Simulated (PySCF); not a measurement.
**C₂H₅Cl₃GeO (Ge(OEt)Cl3): density, localisation and related maps**

```xyz
12

Ge    0.9059   -0.0895   -1.8565
O     0.7063   -0.0685   -0.1245
C    -0.5876    0.0156    0.4631
C    -0.4236    0.0636    1.9617
H    -1.1084    0.9198    0.0994
H    -1.1929   -0.8600    0.1654
H    -1.4063    0.1321    2.4518
H     0.0849   -0.8419    2.3236
H     0.1753    0.9378    2.2558
Cl    2.9886   -0.1316   -2.2426
Cl    0.0117    1.6395   -2.7321
Cl   -0.0386   -1.7997   -2.7141
```

Geometry: PBE0-D3(BJ)/def2-SVP.

The calculation used B3LYP/def2-SVPD, SCF density, gas phase (PySCF 2.14.0).

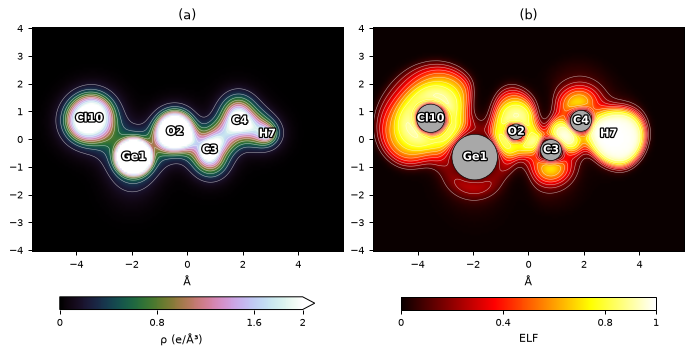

Figure 1. (a) total electron density; (b) ELF on the plane of atoms Ge1, O2 and C3. Grey discs cover the atomic cores in the ELF map.

> What do the fields say about this system?

- The plane passes through Ge, O, C, H and Cl nuclei.
- C–O (1.42 Å): ρ is about 2 e/Å³ halfway, with its minimum of 1.6 e/Å³ about 0.5 Å from C; the ELF peaks at about 0.90 between the atoms; a shared but strongly polarised pair.
- C–C (1.51 Å): ρ at the midpoint is about 1.7 e/Å³; the ELF peaks at about 0.95 between the atoms (localised, covalent bonding).
- Ge–O (1.74 Å): the density is about 1 e/Å³ at the midpoint; the ELF peaks at about 0.85 in the valence shell of O, 0.6 Å from its nucleus, and is about 0.35 at the midpoint.
- Ge–Cl (2.12 Å): ρ is about 0.79 e/Å³ halfway; the ELF peaks at about 0.85 in the valence shell of Cl, 0.8 Å from its nucleus, and is about 0.70 at the midpoint.
- C–H (1.10 Å): the density is about 1.9 e/Å³ at the midpoint; the ELF climbs to about 1 towards the hydrogen, as it does in any bond to H; a covalent bond by its length.
- The ELF also peaks beside Cl10 and O2, away from the bonds: lone-pair regions.

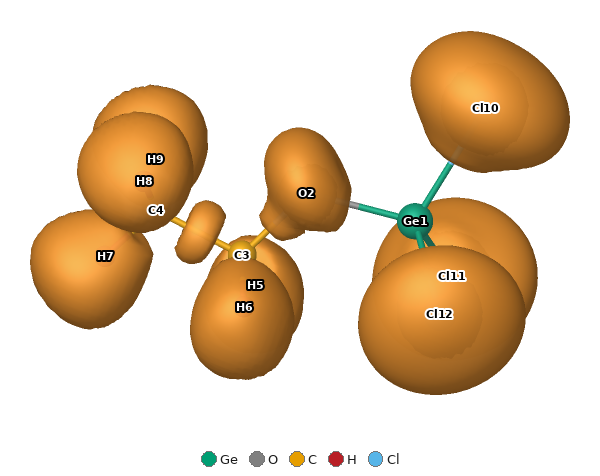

Figure 2. Isosurface of the electron localisation function at 0.75 (orange), seen at a tilt. Only the valence region is drawn (cores and ρ < 0.01 e/Å³ removed).

> Identify the bonds, lone pairs and shells in this picture.

At this value the surface marks out one region between bonded C–C atoms (shared pairs), five regions around hydrogen nuclei, one region on O in which the atom's valence shell and bonds are merged and three regions wrapped around Cl (the valence shell of each).

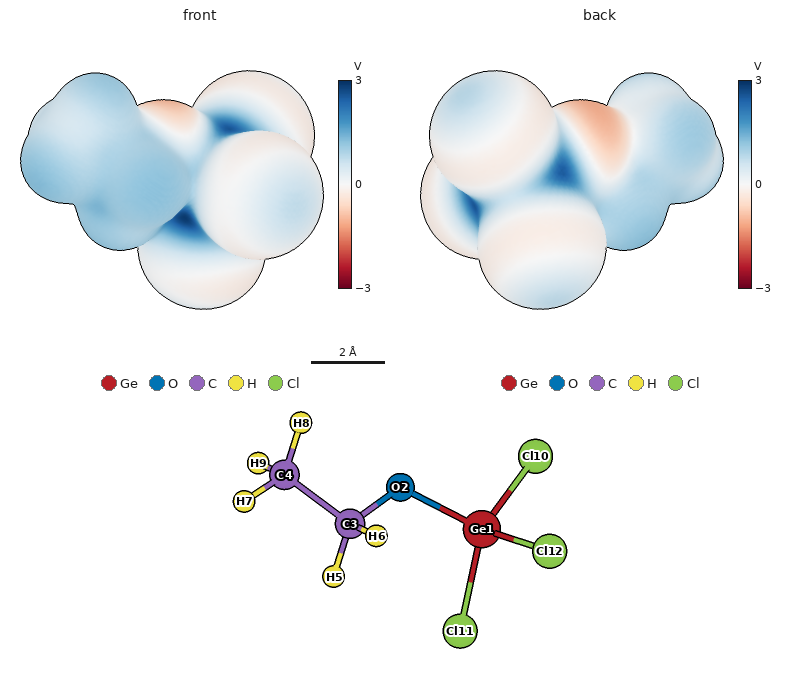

Figure 3. The molecular electrostatic potential painted on the density surface at 0.004 e/bohr³, seen from the front and from behind; red is negative and blue positive. The bare structure is drawn below in the same view.

> Where is the surface potential most negative and most positive?

The most negative region (about −1.0 V) lies over O2, the most positive (about +2.5 V) over Ge1. Cl10 shows a σ-hole: about +0.8 V at the tip opposite its bond, against about −0.2 V on its flanks. Cl11 shows a σ-hole: about +0.7 V at the tip opposite its bond, against about −0.1 V on its flanks. Cl12 shows a σ-hole: about +0.7 V at the tip opposite its bond, against about −0.1 V on its flanks. O2 is the likeliest acceptor of a hydrogen bond.
